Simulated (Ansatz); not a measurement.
# CH5BO2Si: what the fields show

```yaml
atoms:
  - { symbol: O, position_ang: [-2.2885, -0.3484, 1.3206] }
  - { symbol: C, position_ang: [-1.8974, -0.2043, 0.1819] }
  - { symbol: Si, position_ang: [-0.3459, 0.8933, -0.2635] }
  - { symbol: B, position_ang: [1.2565, -0.3515, -0.4223] }
  - { symbol: O, position_ang: [2.2630, -0.2255, 0.4741] }
  - { symbol: H, position_ang: [-2.4210, -0.7406, -0.6639] }
  - { symbol: H, position_ang: [-0.2105, 1.9498, 0.7848] }
  - { symbol: H, position_ang: [-0.6308, 1.5180, -1.5996] }
  - { symbol: H, position_ang: [1.3001, -1.2035, -1.2845] }
  - { symbol: H, position_ang: [2.9771, -0.8681, 0.3432] }
```

These are results of RKS B3LYP-D4/cc-pVDZ in Ansatz 0.2.0, not measurements.

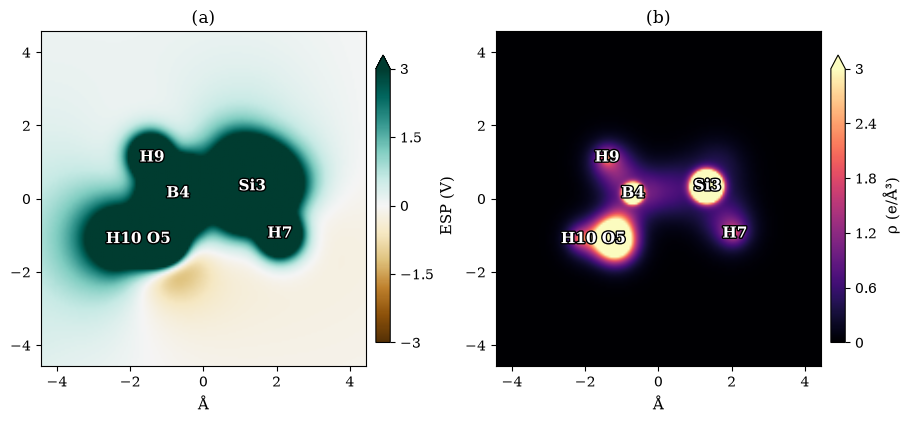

Figure 1. (a) molecular electrostatic potential; (b) total electron density on the plane of atoms Si3, B4 and H9.

### Describe what can be read from this map.

Atoms in the plane: Si, B, O and H. B–O (1.35 Å): the density is about 2.1 e/Å³ at the midpoint. Si–B (2.04 Å): ρ at the midpoint is about 0.77 e/Å³. O–H (0.97 Å): ρ at the midpoint is about 3.7 e/Å³. B–H (1.21 Å): ρ at the midpoint is about 1.2 e/Å³. Outside the dense part of the molecule the potential is most negative (−1.2 V) near O5.

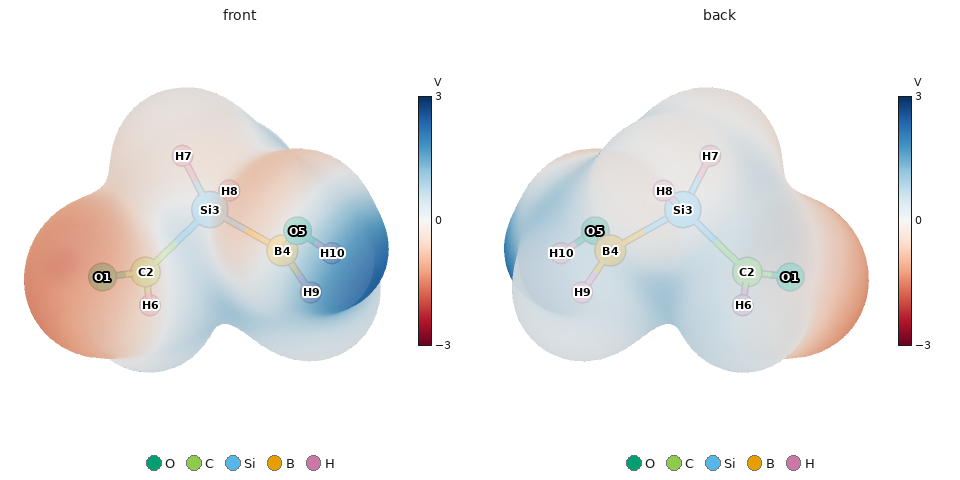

Figure 2. The molecular electrostatic potential painted on the density surface at 0.001 e/bohr³, seen from the front and from behind; red is negative and blue positive.

### Describe the electrostatic potential map.

The most negative region (about −1.5 V, or −35 kcal/mol for a unit charge) lies over O1, the most positive (about +2.4 V, or +55 kcal/mol for a unit charge) over H10. O1 is the likeliest acceptor of a hydrogen bond.

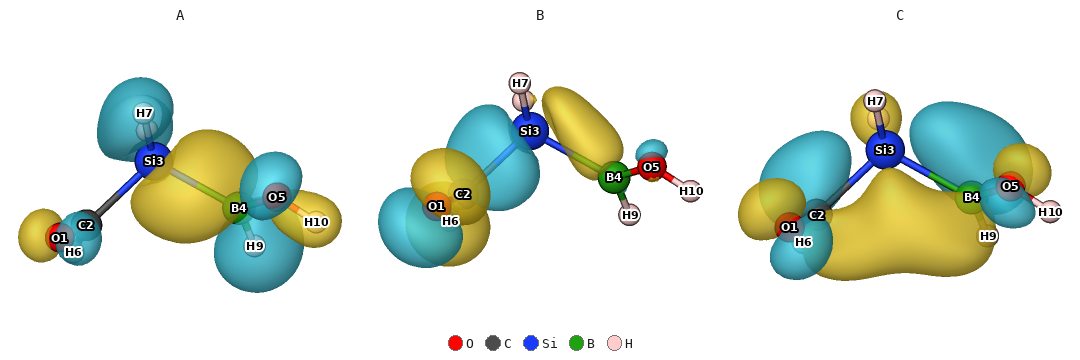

Figure 3. Three frontier orbitals at ±0.1 Å⁻³ᐟ² (yellow and cyan are the two phases), in no order.

### Order the three orbitals by energy and name them.

A is the HOMO−1 (−7.89 eV). Its weight (Hirshfeld) is mainly on Si3 (about 30 %), B4 (about 30 %), H9 (about 15 %) and O5 (about 10 %). B is the HOMO (−6.33 eV). Its weight (Hirshfeld) is mainly on O1 (about 50 %), C2 (about 20 %), Si3 (about 15 %) and H6 (about 10 %). C is the LUMO (−1.70 eV). It lies mainly on B4 (about 25 %), C2 (about 20 %), O1 (about 15 %), Si3 (about 15 %) and O5 (about 10 %).

### What is the HOMO–LUMO gap?

4.63 eV between the orbital energies.

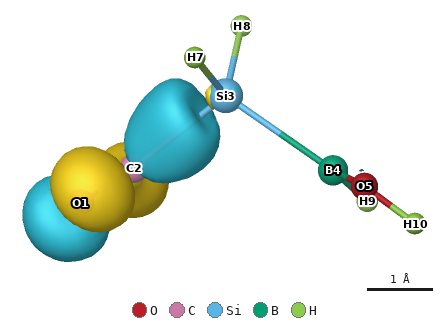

Figure 4. One frontier orbital at ±0.2 Å⁻³ᐟ² (yellow and cyan are the two phases), seen at a tilt.

### Which orbital is it: HOMO or LUMO?

The HOMO, at −6.33 eV. By Hirshfeld shares it lies mainly on O1 (about 50 %), C2 (about 20 %), Si3 (about 15 %) and H6 (about 10 %).
